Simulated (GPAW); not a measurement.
## linear Pt chain, spacing 2.672 A: cost and accuracy of the functional

Aim: see how far moments and order energies of linear Pt chain, spacing 2.672 A move with the functional, and what each set costs.

Method: several functionals; plane waves with GPAW's PAW setups, scalar-relativistic, in GPAW 26.7.0.

### Step 1. The starting structure

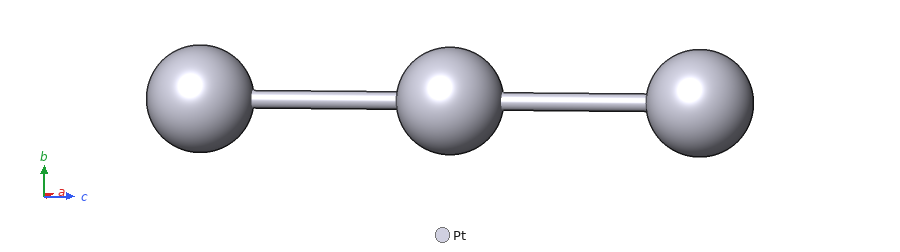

The cell as given, from the side, with the c axis across the page (platinum light grey). 1×1×2 cells are drawn. Some periodic images of atoms are drawn too.

The cell holds 1 atom: 1 Pt. Its edges and angles: a = 12.000 Å, b = 12.000 Å, c = 2.672 Å, α = 90.0°, β = 90.0°, γ = 90.0°. model lattice. Vacuum lies along a and b. The structure's axis is c.

### Step 2. Set 1 (LDA), start ferro +

Each set takes another functional on the same cell and mesh.

order1.py

```python
import json
import numpy as np
from ase import Atoms
from ase.parallel import paropen, parprint
from gpaw import GPAW

atoms = Atoms(['Pt'],
    cell=[[12.0, 0.0, 0.0],
         [0.0, 12.0, 0.0],
         [0.0, 0.0, 2.672]],
    scaled_positions=[[0.5, 0.5, 0.0]],
    pbc=True,
    magmoms=[0.6])
atoms.calc = GPAW(mode={'name': 'pw', 'ecut': 550},
    xc='LDA',
    kpts={'size': (1, 1, 10), 'gamma': True},
    occupations={'name': 'fermi-dirac', 'width': 0.05},
    convergence={'density': 1e-05, 'energy': 1e-05},
    maxiter=200,
    txt='order1.txt')
e = atoms.get_potential_energy(force_consistent=True)
res = {'free_energy': e, 'energy_sigma0': atoms.get_potential_energy(), 'fermi_energy': atoms.calc.get_fermi_level()}
res['moments'] = atoms.get_magnetic_moments().tolist()
res['total'] = atoms.get_magnetic_moment()
parprint('site moments (muB):', np.round(res['moments'], 3))
parprint(f"total moment: {res['total']:.3f} muB")
parprint(f'free energy: {e:.6f} eV')
atoms.calc.write('order1.gpw')
with paropen('results.json', 'w') as f:
    json.dump(res, f)
```

Started as:

```
$ OMP_NUM_THREADS=1 python3 order1.py > order1.log
```

Output:

```text
site moments (muB): [0.705]
total moment: 0.788 muB
free energy: -3.734721 eV

--- order1.txt ---
Input parameters:
  mode=PW(ecut=550),
  convergence={'density': 1e-05, 'energy': 1e-05},
  kpts=MonkhorstPack(size=(1, 1, 10), gamma=True),
  maxiter=200,
  occupations=Occupations(name='fermi-dirac', width=0.05),
  xc=XC(name='LDA')

Diagonalizing LCAO Hamiltonian
Converting LCAO to pw mode
        .----------------------------.
       /|                            |
      / |                            |
     /  .----------------------------.
    /  /                            /
   /  /                            /
  /  /                            /
 *  /              Pt            /
 | /                            /
 |/                            /
 *----------------------------*

Atoms  # Å, Bohr magnetons
|   | symbol |        x |        y |        z |    initial magnetic moments |
|---|--------|----------|----------|----------|-----------------------------|
| 0 |     Pt | 6.000000 | 6.000000 | 0.000000 | ( 0.0000,  0.0000,  0.6000) |

Unit cell  # Å
| periodic |         x |         y |        z |   lengths |    angles |
|----------|-----------|-----------|----------|-----------|-----------|
|      yes | 12.000000 |  0.000000 | 0.000000 | 12.000000 | 90.000000 |
|      yes |  0.000000 | 12.000000 | 0.000000 | 12.000000 | 90.000000 |
|      yes |  0.000000 |  0.000000 | 2.672000 |  2.672000 | 90.000000 |

Number of symmetries: 16

BZ-sampling:
  Number of BZ points: 10
  Number of IBZ points: 6

  Monkhorst-Pack size: [1, 1, 10]
  Monkhorst-Pack shift: [0.0, 0.0, 0.05]

Plane wave coefficients: 11322
Cutoff: 550.0 eV

Spin-components: 2 (collinear spins)
Bands:           12
Projectors:      6
Spin-degeneracy: 1
Datatype:        complex128

Parallelization:
  kpt:    1
  domain: 1
  band:   1

Density:
  Valence electrons: 16.0
  Components: 2
  Grid points: [70 70 15]
  Charge: 0.0  # |e|

Potential:
  Grid points: [70 70 15]

[... setups left out ...]
Reference energy: -500096.748869  # eV

eigensolver:
  PPCG
  Converge bands: occupied
  niter=2

density mixing:
  MSR1-Mixer
  Pratt-step length: 0.05
  Maximum mixing coefficient: 0.75
  Old densities: 10
  SVD Regularization: 0.005
  Good broyden scale: 1.0
  Trust region scale: 1.0
  Backstep threshold: 4.0
  History deletion threshold: 6.0
  Fourier metric: weight=20.0, sigma=0.015

occupation numbers:
  Fermi-Dirac:
    width: 0.0500  # eV

poisson solver:
  ecut: 4400.0  # eV

xc functional:
  name: None

convergence criteria:
- Maximum integral of absolute [dens]ity change: 1e-05 electrons / valence electron
- Maximum [total energy] change in last 3 cyles: 1e-05 eV / valence electron
- Maximum integral of absolute [eigenst]ate change: 4e-08 eV^2 / valence electron
maximum number of iterations: 200

SCF iterations
|iter     |      energy | eigst |  dens |  magmom |
|---------|-------------|-------|-------|---------|
|iter:   1|       0s |   -5.008884 | +0.34 |       |  +0.5987|
|iter:   2|       2s |   -4.632396 | -0.93 | -0.83 |  +0.5780|
|iter:   3|       5s |   -3.786964 | -0.37 | -0.89 |  +0.4614|
|iter:   4|       7s |   -3.711056 | -1.48 | -1.40 |  +0.4312|
|iter:   5|      10s |   -3.714097 | -2.04 | -1.78 |  +0.4586|
|iter:   6|      12s |   -3.716965 | -2.63 | -2.01 |  +0.5431|
|iter:   7|      15s |   -3.716861 | -3.17 | -2.26 |  +0.5960|
|iter:   8|      17s |   -3.717279 | -3.74 | -2.55 |  +0.6409|
|iter:   9|      20s |   -3.717684 | -4.02 | -2.64 |  +0.7166|
|iter:  10|      22s |   -3.717839 | -4.32 | -2.83 |  +0.7952|
|iter:  11|      25s |   -3.717907 | -4.91 | -3.28 |  +0.7692|
|iter:  12|      27s |   -3.717863c| -5.39 | -3.57 |  +0.7771|
|iter:  13|      29s |   -3.717856c| -5.71 | -3.84 |  +0.7860|
|iter:  14|      32s |   -3.717865c| -6.19 | -4.07 |  +0.7873|
|iter:  15|      34s |   -3.717877c| -6.60 | -4.29 |  +0.7883|
|iter:  16|      37s |   -3.717879c| -7.00 | -5.20c|  +0.7880|
|iter:  17|      39s |   -3.717878c| -7.38 | -5.21c|  +0.7880|
|iter:  18|      40s |   -3.717877c| -7.63c| -5.80c|  +0.7880|

Converged in 18 steps
Energy contributions relative to reference atoms: (reference = -500096.748869)

Energy contributions:
  Kinetic:         -17.764587
  Coulomb:          15.008075
  Zero:             -0.645043
  External:          0.000000
  Xc:               -0.299478
  Entropy:          -0.033688
  Spinorbit:         0.000000
  ----------------------------
  Free energy:      -3.734721
  Extrapolated:     -3.717877

dipole moment: (0.000002, 0.000002, -9.057403)  # |e|*Ang

Total magnetic moment: (0.000000, 0.000000, 0.788001)

Local magnetic moments
|        x |        y |        z |
|----------|----------|----------|
| 0.000000 | 0.000000 | 0.704892 |  # Pt   0

Fermi level: -5.762
Eigenvalues  # (at kpt = [0.000, 0.000, 0.000])
| band index |      eig [eV] | occ [0-1] |      eig [eV] | occ [0-1] |
|------------|---------------|-----------|---------------|-----------|
|          0 |       -57.441 |     1.000 |       -56.931 |     1.000 |
|          1 |       -56.757 |     1.000 |       -56.414 |     1.000 |
|          2 |       -56.757 |     1.000 |       -56.414 |     1.000 |
|          3 |       -10.492 |     1.000 |       -10.154 |     1.000 |
|          4 |        -6.858 |     1.000 |        -6.564 |     1.000 |
|          5 |        -6.759 |     1.000 |        -6.408 |     1.000 |
|          6 |        -6.759 |     1.000 |        -6.408 |     1.000 |
|          7 |        -5.712 |     0.270 |        -5.231 |     0.000 |
|          8 |        -5.712 |     0.270 |        -5.231 |     0.000 |
|          9 |        -1.943 |     0.000 |        -1.832 |     0.000 |
|         10 |        -1.943 |     0.000 |        -1.832 |     0.000 |
|         11 |         0.406 |     0.000 |         0.418 |     0.000 |

No gap
No difference between direct/indirect transitions
```

Elapsed: 45 s, on 1 MPI rank of Arm Neoverse V1, shared host; peak memory 0.33 GiB.

Spin moment in the augmentation sphere by atom:

```
atom  spin moment in the augmentation sphere (μB)
 Pt1                                        0.705
```

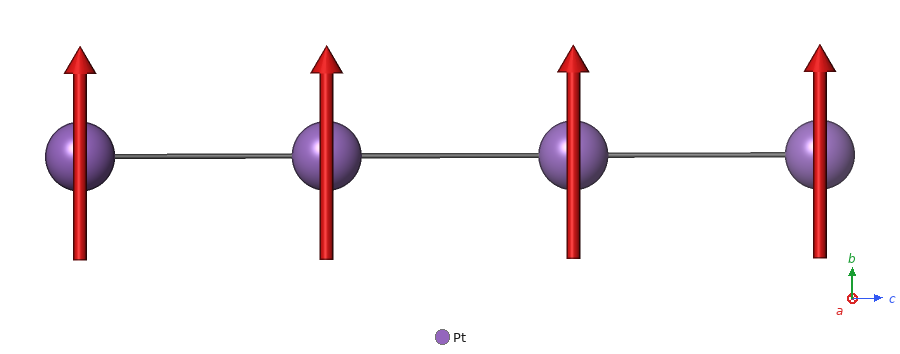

Spin moment in the augmentation sphere as arrows, the longest 0.705 μB. Up and down stand for the sign. Arrows give size and sign along the axis of quantisation, drawn up and down the page. 1×1×3 cells are drawn. Some periodic images of atoms are drawn too.

This step gave:

```yaml
magnetization: 0.7880 μB
final_state: ferromagnetic
```

After 18 cycles the largest moment stands at 0.705 μB.

### Step 3. Set 1 (LDA), start antiferro q=(0,0,1/2) +-

The second start gives the energy difference between the two end states, the quantity that is followed from set to set. Its q is in fractions of the reciprocal vectors of the first run's cell.

order2.py is the script of step 2 with these lines changed:

```diff
@@ -6,12 +6,13 @@
 
-atoms = Atoms(['Pt'],
+atoms = Atoms(['Pt', 'Pt'],
     cell=[[12.0, 0.0, 0.0],
          [0.0, 12.0, 0.0],
-         [0.0, 0.0, 2.672]],
-    scaled_positions=[[0.5, 0.5, 0.0]],
+         [0.0, 0.0, 5.344]],
+    scaled_positions=[[0.5, 0.5, 0.0],
+         [0.5, 0.5, 0.5]],
     pbc=True,
-    magmoms=[0.6])
+    magmoms=[0.6, -0.6])
 atoms.calc = GPAW(mode={'name': 'pw', 'ecut': 550},
     xc='LDA',
-    kpts={'size': (1, 1, 10), 'gamma': True},
+    kpts={'size': (1, 1, 5), 'gamma': True},
     occupations={'name': 'fermi-dirac', 'width': 0.05},
@@ -19,3 +20,3 @@
     maxiter=200,
-    txt='order1.txt')
+    txt='order2.txt')
 e = atoms.get_potential_energy(force_consistent=True)
@@ -27,3 +28,3 @@
 parprint(f'free energy: {e:.6f} eV')
-atoms.calc.write('order1.gpw')
+atoms.calc.write('order2.gpw')
 with paropen('results.json', 'w') as f:
```

Started as:

```
$ OMP_NUM_THREADS=1 python3 order2.py > order2.log
```

Output:

```text
site moments (muB): [-0.  0.]
total moment: 0.000 muB
free energy: -7.442432 eV

--- order2.txt ---
Input parameters:
  mode=PW(ecut=550),
  convergence={'density': 1e-05, 'energy': 1e-05},
  kpts=MonkhorstPack(size=(1, 1, 5), gamma=True),
  maxiter=200,
  occupations=Occupations(name='fermi-dirac', width=0.05),
  xc=XC(name='LDA')

Diagonalizing LCAO Hamiltonian
Converting LCAO to pw mode
        .----------------------------.
       /|                            |
      / |                            |
     /  |                            |
    /   |                            |
   /    |                            |
  /     |                            |
 *      .----------Pt----------------.
 |     /                            /
 |    /                            /
 |   /                            /
 |  /              Pt            /
 | /                            /
 |/                            /
 *----------------------------*

Atoms  # Å, Bohr magnetons
|   | symbol |        x |        y |        z |    initial magnetic moments |
|---|--------|----------|----------|----------|-----------------------------|
| 0 |     Pt | 6.000000 | 6.000000 | 0.000000 | ( 0.0000,  0.0000,  0.6000) |
| 1 |     Pt | 6.000000 | 6.000000 | 2.672000 | ( 0.0000,  0.0000, -0.6000) |

Number of symmetries: 16

BZ-sampling:
  Number of BZ points: 5
  Number of IBZ points: 3

  Monkhorst-Pack size: [1, 1, 5]
  Monkhorst-Pack shift: [0, 0, 0]

Plane wave coefficients: 22596
Cutoff: 550.0 eV

Spin-components: 2 (collinear spins)
Bands:           24
Projectors:      12
Spin-degeneracy: 1
Datatype:        complex128

[...]
|iter:  15|      83s |   -7.396431c| -6.78 | -6.22c|  +0.0000|
|iter:  16|      88s |   -7.396431c| -7.21 | -6.71c|  +0.0000|
|iter:  17|      92s |   -7.396431c| -7.52c| -6.83c|  +0.0000|

Converged in 17 steps
Energy contributions relative to reference atoms: (reference = -1000193.497738)

Energy contributions:
  Kinetic:         -35.955418
  Coulomb:          30.623808
  Zero:             -1.304588
  External:          0.000000
  Xc:               -0.714230
  Entropy:          -0.092003
  Spinorbit:         0.000000
  ----------------------------
  Free energy:      -7.442432
  Extrapolated:     -7.396431

dipole moment: (0.000004, 0.000004, -18.079061)  # |e|*Ang

Total magnetic moment: (0.000000, 0.000000, 0.000000)

Local magnetic moments
|        x |        y |         z |
|----------|----------|-----------|
| 0.000000 | 0.000000 | -0.000001 |  # Pt   0
| 0.000000 | 0.000000 |  0.000001 |  # Pt   1

Fermi level: -5.780
Eigenvalues  # (at kpt = [0.000, 0.000, 0.000])
| band index |      eig [eV] | occ [0-1] |      eig [eV] | occ [0-1] |
|------------|---------------|-----------|---------------|-----------|
|          0 |       -57.479 |     1.000 |       -57.479 |     1.000 |
|        ... |               |           |               |           |
|          6 |       -10.274 |     1.000 |       -10.274 |     1.000 |
|          7 |        -8.113 |     1.000 |        -8.113 |     1.000 |
|          8 |        -8.113 |     1.000 |        -8.113 |     1.000 |
|          9 |        -6.675 |     1.000 |        -6.675 |     1.000 |
[...]
|         19 |        -1.511 |     0.000 |        -1.511 |     0.000 |
|         20 |         0.410 |     0.000 |         0.410 |     0.000 |
|         21 |         0.439 |     0.000 |         0.439 |     0.000 |
|        ... |               |           |               |           |
|         23 |         1.727 |     0.000 |         1.727 |     0.000 |

No gap
No difference between direct/indirect transitions
```

It took 1.7 min on 1 MPI rank; peak memory 0.54 GiB.

The spin moment in the augmentation sphere vanishes on all atoms.

Read from the output:

```yaml
final_state: non-magnetic
```

This start lies +13.5 meV a seeded atom from the first; its moments have collapsed.

### Step 4. Set 2 (PBEsol), start ferro +

order1.py is the script of step 2 with these lines changed:

```diff
@@ -14,3 +14,3 @@
 atoms.calc = GPAW(mode={'name': 'pw', 'ecut': 550},
-    xc='LDA',
+    xc='PBEsol',
     kpts={'size': (1, 1, 10), 'gamma': True},
```

Started as:

```
$ OMP_NUM_THREADS=1 python3 order1.py > order1.log
```

Output:

```text
FileNotFoundError: Could not find required PAW dataset file "Pt.PBEsol".
You need to set the GPAW_SETUP_PATH environment variable to point to
the directories where PAW dataset and basis files are stored.  See

--- order1.txt ---
Input parameters:
  mode=PW(ecut=550),
  convergence={'density': 1e-05, 'energy': 1e-05},
  kpts=MonkhorstPack(size=(1, 1, 10), gamma=True),
  maxiter=200,
  occupations=Occupations(name='fermi-dirac', width=0.05),
  xc=XC(name='PBEsol')
```

Wall time 1.4 s (1 MPI rank); peak memory 0.1 GiB.

The program refused the input before any cycle.

The program's message: “FileNotFoundError: Could not find required PAW dataset file "Pt.PBEsol".”

### Step 5. Set 2 (PBEsol), start antiferro q=(0,0,1/2) +-

order2.py is the script of step 3 with these lines changed:

```diff
@@ -15,3 +15,3 @@
 atoms.calc = GPAW(mode={'name': 'pw', 'ecut': 550},
-    xc='LDA',
+    xc='PBEsol',
     kpts={'size': (1, 1, 5), 'gamma': True},
```

Started as:

```
$ OMP_NUM_THREADS=1 python3 order2.py > order2.log
```

Output:

```text
FileNotFoundError: Could not find required PAW dataset file "Pt.PBEsol".
You need to set the GPAW_SETUP_PATH environment variable to point to
the directories where PAW dataset and basis files are stored.  See

--- order2.txt ---
Input parameters:
  mode=PW(ecut=550),
  convergence={'density': 1e-05, 'energy': 1e-05},
  kpts=MonkhorstPack(size=(1, 1, 5), gamma=True),
  maxiter=200,
  occupations=Occupations(name='fermi-dirac', width=0.05),
  xc=XC(name='PBEsol')
```

Elapsed: 1.4 s, on 1 MPI rank; peak memory 0.1 GiB.

The input was rejected at the start.

The program's message: “FileNotFoundError: Could not find required PAW dataset file "Pt.PBEsol".”

### Step 6. Set 3 (PBE), start ferro +

order1.py is the script of step 4 with these lines changed:

```diff
@@ -14,3 +14,3 @@
 atoms.calc = GPAW(mode={'name': 'pw', 'ecut': 550},
-    xc='PBEsol',
+    xc='PBE',
     kpts={'size': (1, 1, 10), 'gamma': True},
```

Started as:

```
$ OMP_NUM_THREADS=1 python3 order1.py > order1.log
```

Output:

```text
site moments (muB): [0.882]
total moment: 0.966 muB
free energy: -3.296455 eV

--- order1.txt ---
Input parameters:
  mode=PW(ecut=550),
  convergence={'density': 1e-05, 'energy': 1e-05},
  kpts=MonkhorstPack(size=(1, 1, 10), gamma=True),
  maxiter=200,
  occupations=Occupations(name='fermi-dirac', width=0.05),
  xc=XC(name='PBE')

Diagonalizing LCAO Hamiltonian
Converting LCAO to pw mode
[...]
|          3 |       -10.079 |     1.000 |        -9.685 |     1.000 |
|          4 |        -6.557 |     1.000 |        -6.155 |     1.000 |
[...]
|          8 |        -5.455 |     0.704 |        -4.742 |     0.000 |
|          9 |        -1.676 |     0.000 |        -1.534 |     0.000 |
|         10 |        -1.676 |     0.000 |        -1.534 |     0.000 |
|         11 |         0.366 |     0.000 |         0.371 |     0.000 |

No gap
No difference between direct/indirect transitions


[key lines of the parts left out:]
Free energy:      -3.296455
Converged in 18 steps
dipole moment: (0.000002, 0.000002, -9.018997)  # |e|*Ang
Fermi level: -5.412
```

It took 47 s on 1 MPI rank; peak memory 0.35 GiB.

Read from the output:

- magnetization: 0.9661 μB
- final state: ferromagnetic
- largest moment: 0.8819 μB

The largest moment moves by +0.18 μB from set 1, at 1.1 times its CPU time.

### Step 7. Set 3 (PBE), start antiferro q=(0,0,1/2) +-

order2.py is the script of step 5 with these lines changed:

```diff
@@ -15,3 +15,3 @@
 atoms.calc = GPAW(mode={'name': 'pw', 'ecut': 550},
-    xc='PBEsol',
+    xc='PBE',
     kpts={'size': (1, 1, 5), 'gamma': True},
```

Started as:

```
$ OMP_NUM_THREADS=1 python3 order2.py > order2.log
```

Output:

```text
site moments (muB): [0. 0.]
total moment: 0.000 muB
free energy: -6.539609 eV

--- order2.txt ---
Input parameters:
  mode=PW(ecut=550),
  convergence={'density': 1e-05, 'energy': 1e-05},
  kpts=MonkhorstPack(size=(1, 1, 5), gamma=True),
  maxiter=200,
  occupations=Occupations(name='fermi-dirac', width=0.05),
  xc=XC(name='PBE')

Diagonalizing LCAO Hamiltonian
Converting LCAO to pw mode
[...]
|          9 |        -6.338 |     1.000 |        -6.338 |     1.000 |
[...]
|         19 |        -1.137 |     0.000 |        -1.137 |     0.000 |
|         20 |         0.368 |     0.000 |         0.368 |     0.000 |
|         21 |         0.817 |     0.000 |         0.817 |     0.000 |
|        ... |               |           |               |           |
|         23 |         1.704 |     0.000 |         1.704 |     0.000 |

No gap
No difference between direct/indirect transitions


[key lines of the parts left out:]
Free energy:      -6.539609
Converged in 17 steps
dipole moment: (0.000004, 0.000004, -18.012329)  # |e|*Ang
Fermi level: -5.470
```

It took 1.7 min on 1 MPI rank; peak memory 0.59 GiB.

Read from the output:

- final state: non-magnetic

This start lies +26.7 meV a seeded atom from the first, a change of +13.1 meV since set 1; its moments have collapsed.

### Step 8. Set 4 (RPBE), start ferro +

order1.py is the script of step 6 with these lines changed:

```diff
@@ -14,3 +14,3 @@
 atoms.calc = GPAW(mode={'name': 'pw', 'ecut': 550},
-    xc='PBE',
+    xc='RPBE',
     kpts={'size': (1, 1, 10), 'gamma': True},
```

Started as:

```
$ OMP_NUM_THREADS=1 python3 order1.py > order1.log
```

Output:

```text
site moments (muB): [0.882]
total moment: 0.953 muB
free energy: -3.075426 eV

--- order1.txt ---
Input parameters:
  mode=PW(ecut=550),
  convergence={'density': 1e-05, 'energy': 1e-05},
  kpts=MonkhorstPack(size=(1, 1, 10), gamma=True),
  maxiter=200,
  occupations=Occupations(name='fermi-dirac', width=0.05),
  xc=XC(name='RPBE')

Diagonalizing LCAO Hamiltonian
Converting LCAO to pw mode
[...]
|          3 |        -9.916 |     1.000 |        -9.525 |     1.000 |
|          4 |        -6.407 |     1.000 |        -6.006 |     1.000 |
[...]
|          8 |        -5.332 |     0.758 |        -4.592 |     0.000 |
|          9 |        -1.570 |     0.000 |        -1.444 |     0.000 |
|         10 |        -1.570 |     0.000 |        -1.444 |     0.000 |
|         11 |         0.302 |     0.000 |         0.303 |     0.000 |

No gap
No difference between direct/indirect transitions


[key lines of the parts left out:]
Free energy:      -3.075426
Converged in 17 steps
dipole moment: (0.000002, 0.000002, -8.996813)  # |e|*Ang
Fermi level: -5.275
```

The job ended after 44 s (1 MPI rank; peak memory 0.35 GiB).

Numbers from this step:

* magnetization: 0.9534 μB
* final state: ferromagnetic
* largest moment: 0.8819 μB

The largest moment is that of set 3, at 0.95 times its CPU time.

[end of part 1 of 2]

[Logs and program files are shortened in this print: banners, set-up blocks, solver, clock and traceback lines can be left out without a mark of their own.]

[Logs are printed without paths, hosts, clocks, repeated set-up lines and the standing remarks that a program may print on its own settings, such as how far it seeks lower states.]

[Hosts, paths, dates, database ids (printed as entryN), source tags and the programs' standing remarks are cut or masked in the printed files.]

[Where a cell is said to come from a database of computed structures, the database is the Materials Project.]
